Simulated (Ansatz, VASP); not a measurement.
# Pt (Pt(110)) in two plane-wave programs, part 2 of 2

Wanted: the spread between two codes on one cell, functional and k mesh.

VASP 6.6.1 and Ansatz 0.2.0.

So far: Starting point; VASP: band structure, r2SCAN.

### Step 3. Ansatz: band structure, r2SCAN

Level of this step: Ansatz beside VASP: Kohn-Sham DFT, plane waves, r2SCAN (Ansatz).

Ansatz runs on its default PAW (the set named soft_2) files.

The same cell, functional, mesh and smearing now go to Ansatz, which takes its cutoff from its data sets.

input.yaml

```yaml
crystal:
  lattice:
    - [3.92, 0.0, 0.0]
    - [0.0, 2.7718585823, 0.0]
    - [0.0, 0.0, 26.3155757468]
  atoms:
    - { symbol: Pt, position: [0.0, 0.0, 0.3420027776] }
    - { symbol: Pt, position: [0.5, 0.5, 0.3946685184] }
    - { symbol: Pt, position: [0.0, 0.0, 0.4473342592] }
    - { symbol: Pt, position: [0.5, 0.5, 0.5] }
    - { symbol: Pt, position: [0.0, 0.0, 0.5526657408] }
    - { symbol: Pt, position: [0.5, 0.5, 0.6053314816] }
    - { symbol: Pt, position: [0.0, 0.0, 0.6579972224] }
hamiltonian:
  xc: r2scan
  pseudopotentials: { kind: paw }
kpoints:
  mp_grid: { grid: [11, 15, 1] }
  band_path:
    path:
      - [0.0, 0.0, 0.0]
      - [-0.07692, 0.0, 0.0]
      - [-0.15385, 0.0, 0.0]
      - [-0.26923, 0.0, 0.0]
      - [-0.34615, 0.0, 0.0]
      - [-0.42308, 0.0, 0.0]
      - [-0.5, 0.0, 0.0]
      - [-0.5, -0.07692, 0.0]
      - [-0.5, -0.19231, 0.0]
      - [-0.5, -0.26923, 0.0]
      - [-0.5, -0.34615, 0.0]
      - [-0.5, -0.46154, 0.0]
      - [-0.5, -0.5, 0.0]
      - [-0.42308, -0.5, 0.0]
      - [-0.30769, -0.5, 0.0]
      - [-0.23077, -0.5, 0.0]
      - [-0.11538, -0.5, 0.0]
      - [-0.03846, -0.5, 0.0]
      - [0.0, -0.5, 0.0]
      - [0.0, -0.38462, 0.0]
      - [0.0, -0.30769, 0.0]
      - [0.0, -0.23077, 0.0]
      - [0.0, -0.11538, 0.0]
      - [0.0, -0.03846, 0.0]
      - [-0.03846, -0.03846, 0.0]
      - [-0.11538, -0.11538, 0.0]
      - [-0.19231, -0.19231, 0.0]
      - [-0.30769, -0.30769, 0.0]
      - [-0.38462, -0.38462, 0.0]
      - [-0.5, -0.5, 0.0]
    npoints: 1
scf:
  occupations: { method: fermi_dirac, width: 0.1 }
  n_extra_bands: 9
efield:
  axis: 3
  dipole_correction: true
  ramp_width: 0.04
output:
  forces: true
  eigenvalues: true
```

Run with:

```bash
ansatz run input.yaml --threads 4 --pin off --max-ram 9216MiB --backend cpu --events-out ev --progress --plain --runs-dir out
```

Numbers of over 12 decimals in the logs are rounded to 6 here.

What it wrote:

```text
scf.n_extra_bands = 9 over 63 filled bands (N_el = 126.0): the run solves 72 bands
Engine: ansatz 0.2.0, aarch64-unknown-linux-gnu
Pseudopotentials: kind: paw
Pseudopotential: Pt, paw, valence charge 18, recommended cutoff 500 eV (meta_gga), Pt.paw.azcp
Functional definition: r2SCAN
  parameter k0 = 0.174
  parameter k1 = 0.065
  parameter a1 = 4.9479
  exchange = r2scan_x(k0 = k0, k1 = k1, a1 = a1)
  correlation = r2scan_c
Crystal: 7 atoms, lattice volume = 285.937 Å³
Basis set: ecut = 500 eV, 7195 PW (Γ), exchange–correlation on 120×96×768 points (64 copies of the dense FFT grid, shifted against one another)
Bands: 72, of which v1, the nominal top of the filled ones, is band 63 counted from 1 (62 counted from 0)
Symmetry: 4 space group operations
k-points: 48 of 165
Non-local potential: Pt, projectors of the file, l = 0: 3, l = 1: 2, l = 2: 2, l = 3: 1
PAW form: soft (Blöchl's): semilocal exchange-correlation on the pseudo side does not see the compensation charge
PAW frozen core: Pt, regenerated for the run's functional (the file was generated under x = pbe(κ = 0.804, μ = 0.219515), c = pbe(β = 0.066725))
PAW one-centre angular grid: Pt, 590 points (default); XC on 160 Gauss nodes
Initial density: superposition of atomic densities (neutral atoms: chi_scale 0, normalization atom), corrected by the library's trained network
Initial wavefunctions: pseudopotential atomic-orbital guess
Functional: x = r2scan, c = r2scan; τ floored in thin density (d = 2e-4 eV/Å³)
SCF iter   1: F=—  HF=-87754.762881 eV  |F-HF|=—  |Δ(HF+E_count)|=         —  Δρ=1.56e-2  dr2=3.82e0  dr2_τ=1.31e-1  ethr=1.77e-3  p=0.000 e·Å  D=1.95e-13 V/Å  ΔV_dip=-0.00 eV  dr2_dipole=1.39e-8  V_vac-E_F(+/−)=5.33/5.33 eV  ⟨swp⟩=7.7  Hψ=14508  notcnv=0  defer=9
efield: sawtooth ramp at fractional position 0.9800 (placed from the atoms, in the widest stretch of the axis that holds none; the zero of the levels goes with the place), width 0.0400; the density the first Hamiltonian is built on has a dipole p = 0.000 e·Å; the dipole correction subtracts the counter field D = 1.95e-13 V/Å, which shifts the + side's vacuum level by -0.00 eV against the − side's; the planar-averaged density in the ramp window peaks in size at 1.1e-5 e/Å³
preconditioner: auto → LDOS  [metal: Δε(μ)=0.003 eV  Ē_g=6.239 eV  σ=0.100 eV  W_gap=0.01  n_scr=62 (ndim 8)  ℏωp=18.4 eV  f_vac=0.572  D(μ)=11.47/eV (n_scr^D=86)  β→1.0]
SCF iter   2: F=—  HF=-87754.736463 eV  |F-HF|=—  |Δ(HF+E_count)|=   2.64e-2  Δρ=8.83e-3  dr2=3.01e-1  dr2_τ=4.89e-2  ethr=1.77e-3  p=0.000 e·Å  D=7.56e-6 V/Å  ΔV_dip=-0.00 eV  dr2_dipole=2.27e-7  V_vac-E_F(+/−)=5.23/5.23 eV  ⟨swp⟩=2.7  Hψ=5951  notcnv=0  defer=33
SCF iter   3: F=—  HF=-87754.710675 eV  |F-HF|=—  |Δ(HF+E_count)|=   2.58e-2  Δρ=3.68e-3  dr2=1.47e-1  dr2_τ=1.37e-2  ethr=2.39e-4  p=0.000 e·Å  D=1.74e-6 V/Å  ΔV_dip=-0.00 eV  dr2_dipole=4.06e-8  V_vac-E_F(+/−)=5.25/5.25 eV  ⟨swp⟩=2.1  Hψ=6228  notcnv=0  defer=33
SCF iter   4: F=—  HF=-87754.696465 eV  |F-HF|=—  |Δ(HF+E_count)|=   1.42e-2  Δρ=9.71e-4  dr2=4.04e-3  dr2_τ=2.40e-4  ethr=1.17e-4  p=0.000 e·Å  D=3.03e-6 V/Å  ΔV_dip=-0.00 eV  dr2_dipole=1.46e-8  V_vac-E_F(+/−)=5.27/5.27 eV  ⟨swp⟩=2.0  Hψ=5585  notcnv=0  defer=33
SCF iter   5: F=—  HF=-87754.696248 eV  |F-HF|=—  |Δ(HF+E_count)|=   2.17e-4  Δρ=4.94e-4  dr2=1.40e-3  dr2_τ=3.82e-5  ethr=3.21e-6  p=0.000 e·Å  D=1.52e-6 V/Å  ΔV_dip=-0.00 eV  dr2_dipole=3.57e-9  V_vac-E_F(+/−)=5.26/5.26 eV  ⟨swp⟩=2.5  Hψ=6039  notcnv=0  defer=31
SCF iter   6: F=—  HF=-87754.696247 eV  |F-HF|=—  |Δ(HF+E_count)|=   1.79e-6  Δρ=2.41e-4  dr2=3.33e-4  dr2_τ=5.07e-6  ethr=1.11e-6  p=0.000 e·Å  D=4.34e-7 V/Å  ΔV_dip=-0.00 eV  dr2_dipole=1.64e-10  V_vac-E_F(+/−)=5.26/5.26 eV  ⟨swp⟩=1.8  Hψ=4055  notcnv=0  defer=31
SCF iter   7: F=—  HF=-87754.696246 eV  |F-HF|=—  |Δ(HF+E_count)|=   4.40e-7  Δρ=8.31e-5  dr2=4.87e-5  dr2_τ=2.21e-6  ethr=2.64e-7  p=-0.000 e·Å  D=-1.74e-7 V/Å  ΔV_dip=0.00 eV  dr2_dipole=1.47e-11  V_vac-E_F(+/−)=5.26/5.26 eV  ⟨swp⟩=2.2  Hψ=4790  notcnv=0  defer=31
SCF iter   8: F=—  HF=-87754.696552 eV  |F-HF|=—  |Δ(HF+E_count)|=   3.06e-4  Δρ=2.16e-5  dr2=2.23e-6  dr2_τ=2.54e-7  ethr=3.86e-8  p=-0.000 e·Å  D=-1.72e-7 V/Å  ΔV_dip=0.00 eV  dr2_dipole=1.90e-11  V_vac-E_F(+/−)=5.27/5.27 eV  ⟨swp⟩=2.0  Hψ=5099  notcnv=0  defer=31
SCF iter   9: F=—  HF=-87754.696553 eV  |F-HF|=—  |Δ(HF+E_count)|=   3.69e-7  Δρ=6.34e-6  dr2=1.01e-7  dr2_τ=1.23e-8  ethr=1.77e-9  p=-0.000 e·Å  D=-1.10e-7 V/Å  ΔV_dip=0.00 eV  dr2_dipole=6.98e-12  V_vac-E_F(+/−)=5.27/5.27 eV  ⟨swp⟩=3.2  Hψ=6555  notcnv=0  defer=31
SCF iter  10: F=-87754.696553 eV  HF=-87754.696553 eV  |F-HF|=2.85e-8  |Δ(HF+E_count)|=   1.41e-7  Δρ=2.03e-6  dr2=9.26e-9  dr2_τ=1.02e-9  ethr=7.94e-11  p=-0.000 e·Å  D=-5.06e-8 V/Å  ΔV_dip=0.00 eV  dr2_dipole=1.16e-12  V_vac-E_F(+/−)=5.27/5.27 eV  ⟨swp⟩=10.7  Hψ=14725  notcnv=0
SCF 1 converged in 10 iterations: F = -87754.696553 eV  dr2 = 9.26e-9
  greatest PAW one-centre occupation: 1.000 electrons in one spin orbital (limit 2), on the Pt atom at site 4 (counted from 0), in its partial waves of l = 0
NSCF: frozen V_eff on 30 k-points
efield: sawtooth ramp at fractional position 0.9800 (kept from the solve that this one continues, or follows in the run), width 0.0400; the density the first Hamiltonian is built on has a dipole p = -0.000 e·Å; the dipole correction subtracts the counter field D = -5.06e-8 V/Å, which shifts the + side's vacuum level by +0.00 eV against the − side's; the planar-averaged density in the ramp window peaks in size at 1.2e-5 e/Å³
SCF converged after 10 iterations
Free energy (F): -87754.696553 eV
Harris-Foulkes:  -87754.696553 eV  (|F-HF|=2.85e-8)
Internal energy: -87754.304930 eV  (E = F + TS)
E sigma→0 (E₀):  -87754.500741 eV
Entropy (-TS):   -0.391623 eV (-55.946 meV/atom)
Fermi energy:    5.168410 eV
Dipole field:    D = -0.000001 V/Å  (p = -0.000002 e·Å, saw-weighted, corrected)
Work function:   Φ+ = 5.2655 eV   Φ− = 5.2655 eV
Levels:          The Fermi level and band energies are counted from a zero that moves with the ramp; work functions are not
--- Per-component energies (eV) ---
  E_band       = -3250.253027
  E_kinetic    = 4461.471022
  E_local      = -242463.804125  (includes V_loc(G=0)·N_el)
  E_nonlocal   = 1417.498631
  E_hartree    = 118812.844277
  E_xc         = -1746.224486
  E_vxc        = -2356.766728  (∫ρ·V_xc dr)
  E_paw        = -66360.384552  (= ΣΔE_a)
  E_vpaw       = -2085.631461  (= ΣTr[D̂ρ^β])
  E_aug_tail   = 0.001043  (compensation charges beyond the density's cutoff)
  E_vtau       = 151.274010  (kinetic-family band-sum trace: ∫τ·v_τ [+ j·A + Jᵃ·Aᵃ] dr)
  E_efield     = 0.000000  (sawtooth field / dipole correction)
  E_vefield    = 0.000000  (∫n·V_field dr)
  E_ewald      = 98125.913721
  E_core_change = -1.620461  (= ΣΔE_core)
  E_smearing   = -0.391623  (= −TS)
  E_closure    = -0.000000  (closes the sum)
  Σ components = -87754.696553   (vs F -87754.696553, Δ=0.00e0)
--- Forces (eV/Å), atoms counted from 1 ---
  atom   1  Pt     0.00000000     0.00000000     0.82839713
  atom   2  Pt     0.00000000     0.00000000    -1.12431492
  atom   3  Pt     0.00000000     0.00000000    -0.01766286
  atom   4  Pt     0.00000000     0.00000000    -0.00000020
  atom   5  Pt     0.00000000     0.00000000     0.01766280
  atom   6  Pt     0.00000000     0.00000000     1.12431491
  atom   7  Pt     0.00000000     0.00000000    -0.82839676
  max |Σ_I F_I| component: 9.53e-8 eV/Å
--- Band table (eV; the first three rows and the last of 48) ---
  k-point 0: bands = [... 59 lower, 4.4281, 4.6081, 4.7069, 5.0446, 5.0648, 5.3807, 5.4066, 5.6518, ... 5 higher]
  k-point 1: bands = [... 59 lower, 4.3338, 4.6555, 4.8407, 4.8532, 4.9261, 5.3864, 5.4678, 5.5465, ... 5 higher]
  k-point 2: bands = [... 59 lower, 4.1143, 4.6533, 4.7259, 4.7637, 4.7647, 5.3242, 5.6212, 5.6599, ... 5 higher]
  k-point 47: bands = [... 59 lower, 5.1998, 5.2183, 5.4180, 5.4652, 6.0595, 6.7241, 8.3244, 8.9566, ... 5 higher]
```

Run time: 2.1 min. Hardware: 4 threads of Arm Neoverse N1, shared host; peak memory 1.7 GiB; 8.3 min of CPU time.

### Step 4. Comparison

Known differences besides the PAW data sets themselves: VASP keeps PBE cores, Ansatz makes them for the functional; the data sets hold 126 valence electrons in Ansatz (default PAW (the set named soft_2) files) and 70 in VASP; the cutoff is 500 eV in Ansatz and 300 eV in VASP (PREC = Normal). Total energies have different zeros and are not compared.

The two programs side by side:

```
                                   quantity  Ansatz  VASP  difference
 work function, lower of the two faces (eV)    5.27  5.25       +0.01
work function, higher of the two faces (eV)    5.27  5.25       +0.01
```

Forces (eV/Å; atoms numbered as in POSCAR):

```csv
atom,"Ansatz x, y, z","VASP x, y, z"
Pt1,"0.000, 0.000, 0.828","0.000, 0.000, 0.801"
Pt2,"0.000, 0.000, -1.124","0.000, 0.000, -1.141"
Pt3,"0.000, 0.000, -0.018","0.000, 0.000, -0.024"
Pt4,"0.000, 0.000, 0.000","0.000, 0.000, 0.000"
Pt5,"0.000, 0.000, 0.018","0.000, 0.000, 0.024"
Pt6,"0.000, 0.000, 1.124","0.000, 0.000, 1.141"
Pt7,"0.000, 0.000, -0.828","0.000, 0.000, -0.801"
```

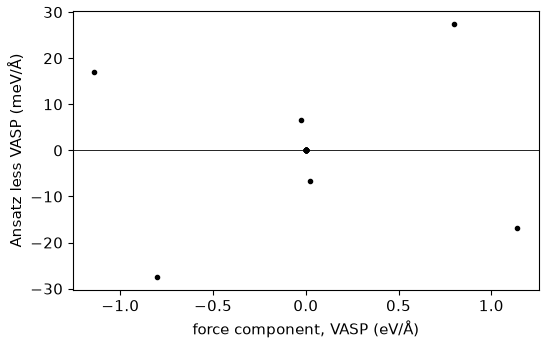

Difference of the force components against their size.

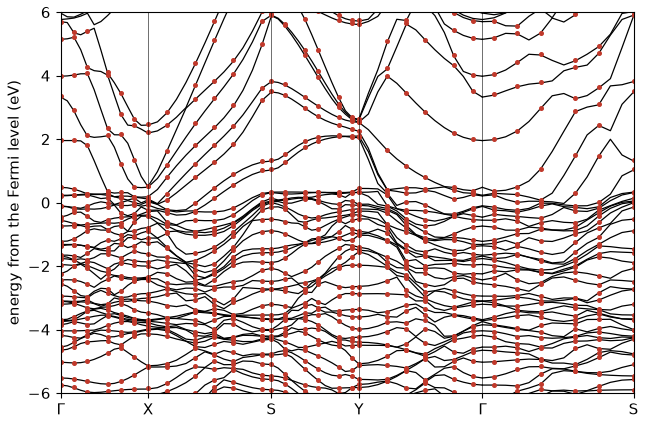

Bands from VASP (lines) and levels from Ansatz (dots). Dots without a line are higher empty bands that the VASP plot leaves out.

The forces differ by 10 meV/Å r.m.s., which is 2.4 % of the r.m.s. force of 0.43 eV/Å (both taken over all components). Levels from 3 eV below to 2 eV above the Fermi level differ by 6 meV r.m.s. and 26 meV at most; each VASP level is matched to the nearest of Ansatz, which flatters the figure a little.

### Step 5. Outcome

```
r.m.s. difference of levels near the Fermi level (band structure, r2SCAN) : 5.8 meV
r.m.s. force difference (band structure, r2SCAN)                          : 2.4 % of the r.m.s. force
```

The r.m.s. force difference is 2.4 % of the r.m.s. force (band structure, r2SCAN), within the 3 % picked in this series as the mark of a large difference. Differences of this kind measure data sets and numerical settings, not the functional's error against experiment.

[Lines on the potential files, build, host, timing and source positions are cut from VASP's logs without a mark.]

[Logs are printed without paths, hosts, clocks, repeated set-up lines and the standing remarks that a program may print on its own settings, such as how far it seeks lower states.]

[Hosts, paths, dates, database ids (printed as entryN), source tags and the programs' standing remarks are cut or masked in the printed files.]
